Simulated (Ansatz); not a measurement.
# AlP (singlet): trial inputs and their diagnosis

3 inputs are run for AlP (singlet) as typed; the log has to tell whether the result can be used and what must change.

Computed with Ansatz 0.2.0, Gaussian basis. Level: the settings change from run to run.

17 further runs of the same task are left out: 7 that didn't finish, 10 set aside as unsound or not needed.

## (1) What is computed

The geometry is a PBE0/def2-TZVP stationary point (not a proven minimum) of the parent state, kept for this charge and spin.

2 atoms, charge 0, spin multiplicity 1.

Atoms are counted from 1 here; the program's logs count them from 0.

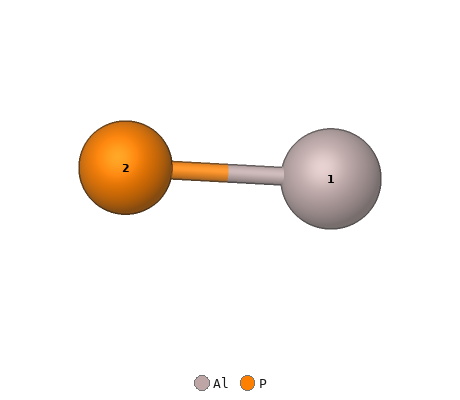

The structure; aluminium light grey, phosphorus orange; atoms are numbered from 1 in the order of the file.

## (2) Input 1

The input, in.yaml:

```yaml
crystal:
  periodic: [false, false, false]
  atoms:
    - {symbol: Al, position_ang: [0.000000, 0.000000, 0.000000]}
    - {symbol: P, position_ang: [0.000000, 0.000000, 2.208000]}
basis:
  gaussian: {orbitals: 6-31G}
correlation: {method: sc_nevpt2, electrons: valence, active_space: {window: {electrons: 2, orbitals: 2}, states: [{multiplicity: 1, irrep: T2g, weights: [1]}]}}
scf: {lower_state_search: full}
```

On the command line:

```bash
$ ansatz run in.yaml --threads 1 --pin off --events-out ev --progress --plain --max-ram 2393MiB
```

Log:

```text
Functional definition: HF
  name "HF"
  cite "Fock, Z. Phys. 61, 126 (1930) doi:10.1007/BF01340294"
  parent pbe
  exchange = exact_x
  correlation = 0
495 factors; integrals over basis functions are off by at most 1.1e-7 eV
mean field evaluation 1: about -15847.4186 eV, gradient 2.0e1 eV
mean field evaluation 2: about -15847.4215 eV, gradient 2.0e1 eV
mean field evaluation 4: about -15849.8706 eV, gradient 1.4e0 eV
mean field evaluation 8: about -15849.9005 eV, gradient 2.3e-3 eV
mean field evaluation 16: about -15850.1083 eV, gradient 1.5e0 eV
mean field evaluation 32: about -15849.9005 eV, gradient 3.5e-5 eV
mean field evaluation 64: about -15849.9005 eV, gradient 2.0e-3 eV
mean field evaluation 96: about -15849.8679 eV, gradient 1.6e0 eV
mean field evaluation 128: about -15844.6794 eV, gradient 9.9e0 eV
mean field -15850.15999175 eV, -582.4826360723 hartree, gradient 1.5e-6 eV, S^2 0.000000; 12 other end points of the search recorded, 0 dependent functions left out; unrestricted orbitals would lower it
reference -15850.13578910 eV, -582.4817466415 hartree; 14, 14 occupied and 12, 12 virtual orbitals, 495 factors
Error: the irrep T2g is not accepted for these orbitals, which take A1, B1, B2, A2, or 1 to 4
```

It took 0.6 s on 1 thread of Intel Xeon Platinum 8488C, shared host.

Diagnosis: The run stopped with an error. The symmetry label isn't in the molecule's group. Cure: name an irrep that the log lists.

## (3) Input 2

The input, in.yaml:

```yaml
crystal:
  periodic: [false, false, false]
  atoms:
    - {symbol: Al, position_ang: [0.000000, 0.300000, 2.508000]}
    - {symbol: P, position_ang: [0.000000, 0.000000, 2.208000]}
basis:
  gaussian: {orbitals: STO-3G, fitting: {mean_field: def2-universal-jkfit}}
magnetization: {spin_polarized: false}
correlation: {method: ccsdtq, electrons: outside_noble_gas}
```

The command is unchanged.

Log, shortened:

```text
Functional definition: HF
  name "HF"
  cite "Fock, Z. Phys. 61, 126 (1930) doi:10.1007/BF01340294"
  parent pbe
[...]
256 factors; integrals over basis functions are off by at most 8.1e-3 eV
[...]
mean field -14701.27433633 eV, -540.2618669786 hartree, gradient 2.8e-6 eV, S^2 0.000000; 0 other end points of the search recorded, 0 dependent functions left out; unrestricted orbitals would lower it
[...]
10 core orbitals not correlated, not the lowest: weight in the atoms' cores, before any rotation towards them, 0.219 or more for the frozen orbitals, at most 0.173 for the correlated occupied ones
reference -14701.27433633 eV, -540.2618669786 hartree; 4, 4 occupied and 4, 4 virtual orbitals, 256 factors
second order -0.60952528 eV of doubles, -0.00000000 eV of singles
cycle   1  -0.71611891 eV  change   -1.1e-1 eV  update   2.6e-2
[...]
cycle   8  -0.76673139 eV  change    1.6e-7 eV  update   6.9e-7
Total energy: -14702.04106773 eV, -540.2900438376 hartree
```

Run time: 0.63 s. Hardware: 1 thread of Intel Xeon Platinum 8488C, shared host.

What is wrong: The run converged, which proves nothing about the input. One atom lies on top of another. The shortest distance is 0.42 Å, against 2.21 Å in the geometry of step 1. Its energy belongs to another geometry. To mend it, restore its position.

## (4) Input 3

The input, in.yaml:

```yaml
crystal:
  periodic: [false, false, false]
  atoms:
    - {symbol: Al, position_ang: [0.000000, 0.000000, 0.000000]}
    - {symbol: P, position_ang: [0.000000, 0.000000, 2.208000]}
basis:
  gaussian: {orbitals: "6-31++G**"}
correlation: {active_space: {window: {electrons: 6, orbitals: 2}}}
```

The command is unchanged.

Log:

```text
Functional definition: HF
  name "HF"
  cite "Fock, Z. Phys. 61, 126 (1930) doi:10.1007/BF01340294"
  parent pbe
  exchange = exact_x
  correlation = 0
375 factors; integrals over basis functions are off by at most 1.2e-3 eV
mean field evaluation 1: about -15848.3090 eV, gradient 2.0e1 eV
mean field evaluation 2: about -15848.3142 eV, gradient 2.0e1 eV
mean field evaluation 4: about -15850.5183 eV, gradient 1.2e0 eV
mean field evaluation 8: about -15850.5451 eV, gradient 4.2e-3 eV
mean field evaluation 16: about -15850.8661 eV, gradient 1.9e0 eV
mean field evaluation 32: about -15850.5379 eV, gradient 6.9e-3 eV
mean field evaluation 64: about -15850.5451 eV, gradient 2.5e-6 eV
mean field evaluation 96: about -15850.9792 eV, gradient 2.4e-1 eV
mean field evaluation 128: about -15850.9820 eV, gradient 8.8e-2 eV
mean field evaluation 160: about -15850.5451 eV, gradient 7.6e-3 eV
mean field -15850.98264554 eV, -582.5128680417 hartree, gradient 1.2e-6 eV, S^2 0.000000; 13 other end points of the search recorded, 0 dependent functions left out
reference -15850.98264554 eV, -582.5128680417 hartree; 14, 14 occupied and 32, 32 virtual orbitals, 375 factors
Error: 6 electrons in 2 orbitals form no window around the highest filled level of the reference
```

Wall time 0.81 s (1 thread of Intel Xeon Platinum 8488C, shared host).

Diagnosis: The run stopped with an error. The active window can't be built from these electrons and orbitals. Cure: choose counts that fit the spin, the electrons and the basis.

## (5) How the runs ended

| input | level | ended | cause | time |
| --- | --- | --- | --- | --- |
| 1 | NEVPT2(2,2)/6-31G | stopped by an error | the symmetry label isn't in the molecule's group | 0.6 s |
| 2 | CCSDTQ on RHF/STO-3G | converged | one atom lies on top of another | 0.63 s |
| 3 | CASSCF(6,2)/6-31++G** | stopped by an error | the active window can't be built from these electrons and orbitals | 0.81 s |

2 stopped by an error, 1 converged. The input that converges on a wrong geometry or spin is the dangerous one: no error points at it, so geometry and ⟨S²⟩ have to be checked.
